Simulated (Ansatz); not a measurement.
CH₂BFOS: several calculations on one system

Part 1: Relaxation

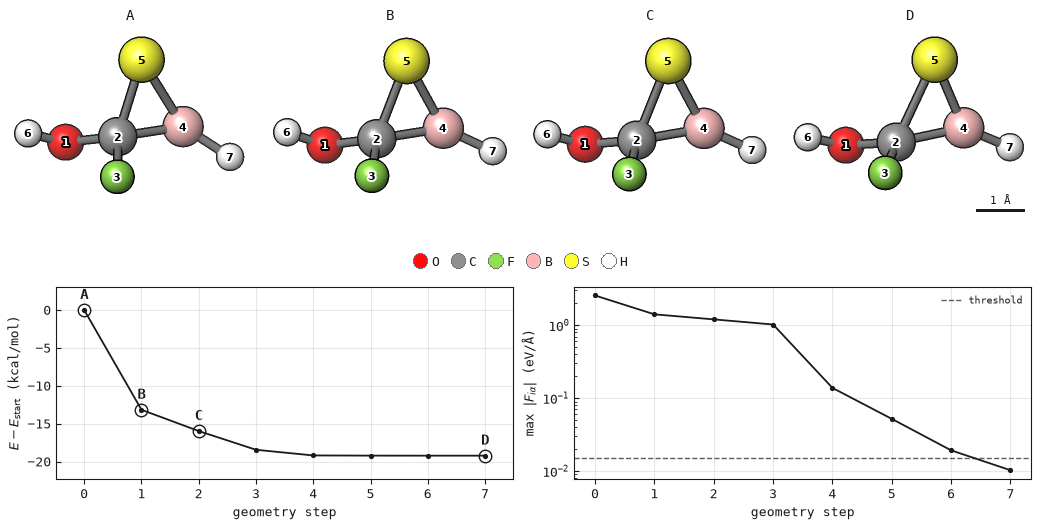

Frames of a relaxation of CH2BFOS, marked on the history of the run. A ball-and-stick model, seen face on.

The run prepares an end point of a later path (torsion) calculation, from a guessed geometry.

The calculation used Ansatz 0.2.0, RKS PBE0-D4/6-31G*. (no spin polarisation; force threshold 0.015 eV/Å; at most 40 steps)

### What happens along the run?

The largest moves after the best rigid fit, 0.28 Å, are those of F3 and S5. By element the largest moves are S 0.28 Å, F 0.28 Å, H 0.27 Å, B 0.16 Å, C 0.12 Å, O 0.07 Å. Some distances before and after: C2–S5 1.732 → 1.947 Å, B4–S5 1.926 → 1.748 Å, O1–C2 1.371 → 1.341 Å, O1–H6 0.945 → 0.971 Å. Among the angles between lasting bonds that change: C2–B4–S5 58.7° → 72.5°, B4–C2–S5 71.9° → 58.9°, C2–B4–H7 137.6° → 146.7°. Groups turn about B4–S5 by about 45°. After 7 geometry steps the energy has fallen by 19.2 kcal/mol. The largest force component goes from 2.6 to 0.01 eV/Å. The run took 44 s on 1 thread of Intel(R) Xeon(R) Platinum 8375C CPU @ 2.90GHz (Ice Lake), with other jobs on the host, peak memory 0.18 GiB. From step 0 to 1: H7 moves most (0.17 Å), energy −13.2 kcal/mol. From step 1 to 2: F3 moves most (0.06 Å), energy −2.81 kcal/mol. From step 2 to 7: S5 moves most (0.14 Å), energy −3.25 kcal/mol.

```json
{"step": "0", "E − E(0), kcal/mol": "0.00", "largest force component, eV/Å": "2.5622"}
{"step": "1", "E − E(0), kcal/mol": "-13.16", "largest force component, eV/Å": "1.4130"}
{"step": "2", "E − E(0), kcal/mol": "-15.96", "largest force component, eV/Å": "1.2045"}
{"step": "3", "E − E(0), kcal/mol": "-18.44", "largest force component, eV/Å": "1.0247"}
{"step": "4", "E − E(0), kcal/mol": "-19.18", "largest force component, eV/Å": "0.1384"}
{"step": "5", "E − E(0), kcal/mol": "-19.20", "largest force component, eV/Å": "0.0520"}
{"step": "6", "E − E(0), kcal/mol": "-19.21", "largest force component, eV/Å": "0.0193"}
{"step": "7", "E − E(0), kcal/mol": "-19.21", "largest force component, eV/Å": "0.0103"}
```

Part 2: Relaxation

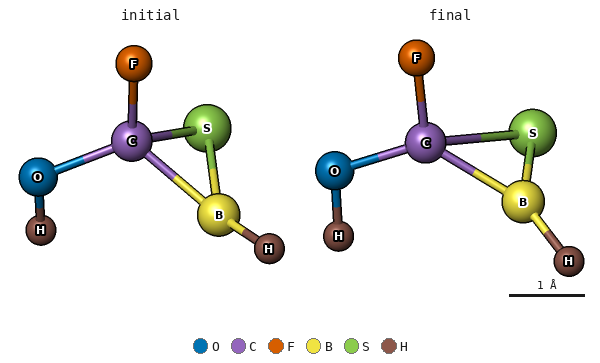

The structure of CH2BFOS before (left) and after (right) a relaxation, at one scale.

A ball-and-stick model, seen at a tilt.

The run prepares an end point of a later path (torsion) calculation, from a guessed geometry.

Method: RKS PBE0-D4/6-31G* (Ansatz). Settings: no spin polarisation; force threshold 0.015 eV/Å; at most 40 steps.

Question: What changed between the two?

Answer: The energy falls by 23.8 kcal/mol in 9 geometry steps. Largest force component: 2.7 eV/Å at the start, 0.012 eV/Å at the end. The atom that moves furthest after the best rigid fit is the S atom (0.35 Å). By element the largest moves are S 0.35 Å, H 0.31 Å, F 0.26 Å, B 0.19 Å, C 0.15 Å, O 0.10 Å. Near-neighbour distances that change, for instance: C–S 1.732 → 2.058 Å, B–S 1.926 → 1.740 Å, C–F 1.368 → 1.326 Å, C–O 1.371 → 1.337 Å. Among the angles between lasting bonds that change: C–B–S 58.7° → 77.7°, B–C–S 71.9° → 55.7°, O–C–B 118.9° → 129.6°. Groups turn about B–S by about 50°.

Part 3: Path

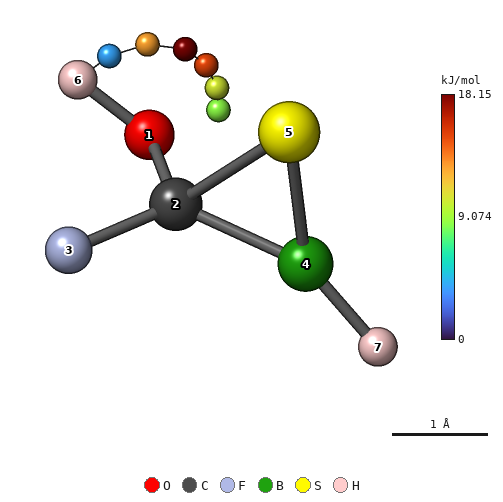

NEB run on CH₂BFOS. Images are numbered from 0 (start) to 6 (end). The start is drawn whole; smaller spheres mark the moving atoms (H) in the later images, joined by lines and coloured by the energy of the image relative to the start. Style: ball-and-stick. Shown from a free direction.

Theory: Ansatz 0.2.0, RKS PBE0-D4/6-31G*.

The input:
```yaml
crystal:
  periodic: [false, false, false]
  atoms:
    - { symbol: O, position_ang: [-0.626253, 0.080405, 1.300601] }
    - { symbol: C, position_ang: [0.061585, -0.254513, 0.199164] }
    - { symbol: F, position_ang: [0.763477, -1.397844, 0.382674] }
    - { symbol: B, position_ang: [-0.26408, 0.257863, -1.204604] }
    - { symbol: S, position_ang: [1.158388, 1.110154, -0.651821] }
    - { symbol: H, position_ang: [-0.055704, -0.04055, 2.077451] }
    - { symbol: H, position_ang: [-0.976314, 0.176583, -2.149065] }
basis:
  gaussian: { orbitals: "6-31G*" }
hamiltonian:
  xc: pbe0
  dispersion: d4
neb:
  order_check: false
  images: 5
  f_tol: 0.05
  max_iterations: 60
  final_atoms:
    - { symbol: O, position_ang: [-0.17205751, -0.24560505, 1.50824767] }
    - { symbol: C, position_ang: [0.21192435, -0.43840487, 0.24193429] }
    - { symbol: F, position_ang: [0.89737124, -1.57290899, 0.19474416] }
    - { symbol: B, position_ang: [-0.24313436, 0.27310614, -1.03577783] }
    - { symbol: S, position_ang: [1.23640433, 1.10501017, -0.65369707] }
    - { symbol: H, position_ang: [-0.75977828, 0.52190091, 1.54876824] }
    - { symbol: H, position_ang: [-1.10963077, 0.28899969, -1.84981945] }
  initial_path:
    images:
      - { positions_ang: [[-0.626253, 0.080405, 1.300601], [0.061585, -0.254513, 0.199164], [0.763477, -1.397844, 0.382674], [-0.26408, 0.257863, -1.204604], [1.158388, 1.110154, -0.651821], [-0.055704, -0.04055, 2.077451], [-0.976314, 0.176583, -2.149065]] }
      - { positions_ang: [[-0.58998397, -0.00021329, 1.31810661], [0.09711485, -0.26860696, 0.19083302], [0.74500673, -1.44513561, 0.25022026], [-0.3094836, 0.29179583, -1.16864858], [1.16783002, 1.08687577, -0.51576887], [-0.08153044, 0.14591126, 2.01315307], [-0.96785459, 0.121471, -2.13349551]] }
      - { positions_ang: [[-0.55371493, -0.08083158, 1.33561222], [0.1326447, -0.28270092, 0.18250204], [0.72653646, -1.49242721, 0.11776652], [-0.3548872, 0.32572866, -1.13269315], [1.17727205, 1.06359755, -0.37971675], [-0.10735688, 0.33237252, 1.94885513], [-0.95939519, 0.06635899, -2.11792602]] }
      - { positions_ang: [[-0.5174459, -0.16144987, 1.35311783], [0.16817455, -0.29679488, 0.17417107], [0.70806619, -1.53971882, -0.01468722], [-0.40029081, 0.35966149, -1.09673773], [1.18671407, 1.04031932, -0.24366462], [-0.13318332, 0.51883378, 1.8845572], [-0.95093578, 0.01124699, -2.10235653]] }
      - { positions_ang: [[-0.40231644, -0.1895016, 1.40482778], [0.18275782, -0.34399821, 0.19675881], [0.77116787, -1.55078221, 0.05512324], [-0.34790532, 0.3308097, -1.07641776], [1.20327749, 1.06188294, -0.38034211], [-0.3420483, 0.51985616, 1.77262755], [-1.00383411, 0.10383122, -2.0181775]] }
      - { positions_ang: [[-0.28718698, -0.21755332, 1.45653772], [0.19734108, -0.39120154, 0.21934655], [0.83426956, -1.5618456, 0.1249337], [-0.29551984, 0.30195792, -1.0560978], [1.21984091, 1.08344655, -0.51701959], [-0.55091329, 0.52087853, 1.66069789], [-1.05673244, 0.19641545, -1.93399848]] }
      - { positions_ang: [[-0.17205751, -0.24560505, 1.50824767], [0.21192435, -0.43840487, 0.24193429], [0.89737124, -1.57290899, 0.19474416], [-0.24313436, 0.27310614, -1.03577783], [1.23640433, 1.10501017, -0.65369707], [-0.75977828, 0.52190091, 1.54876824], [-1.10963077, 0.28899969, -1.84981945]] }
```

Launched with:
```bash
ansatz run input.yaml --threads 1 --pin off --max-ram 2048MiB --backend cpu --events-out ev --progress --plain --runs-dir out
```

Question: Describe the path and its energy.

Answer: The motion is a rotation about the O1–C2 bond by about 145°. No bond forms or breaks between the ends. Among the angles between lasting bonds that change up to the highest image: F3–C2–S5 111.0° → 114.2°, O1–C2–F3 111.4° → 109.1°. The highest point, image 3, lies 18.1 kJ/mol above the start and 9.5 kJ/mol above the end; the end is at +8.6 kJ/mol relative to the start. The band converged in 8 iterations. The largest component of the band force went from 15 to 0.036 eV/Å. The climbing image converged on the top of the path. Its vibrational analysis gives one imaginary mode (381i cm⁻¹), as a transition state must have.

The run took 2.9 min on 1 thread of Intel(R) Xeon(R) Platinum 8375C CPU @ 2.90GHz (Ice Lake), on a shared host, peak memory 0.18 GiB.
